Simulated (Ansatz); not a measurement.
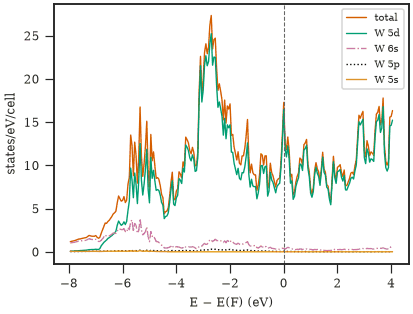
Fig. 1. Total and projected density of states of W in space group R-3m (No. 166; Pearson symbol hR13), r²SCAN in the plane-wave PAW code Ansatz

Q: Which orbitals carry the states next to the Fermi level?

A: Within 0.5 eV of the Fermi level: W 5d 93 %. Projections are on Löwdin-orthogonalised atomic valence shells; empty p or d shells of many metals are not among them.

Q: Where is the tallest occupied peak in this window, and what makes it?

A: Near -2.7 eV, about 27 states/eV per cell; the largest projected share is W 5d.

The start of the workflow was typed in or built on a structure type; neither database checked (COD, Materials Project) lists it. It is not the phase usual at ambient conditions (space group No. 229). The cell was relaxed with r²SCAN under the symmetry of its start; its stability against distortions is not shown here. The run is not spin-polarised. Scalar-relativistic: spin–orbit coupling is off unless named, which matters more the heavier the elements.

Potentials: the later of the program's two PAW sets.
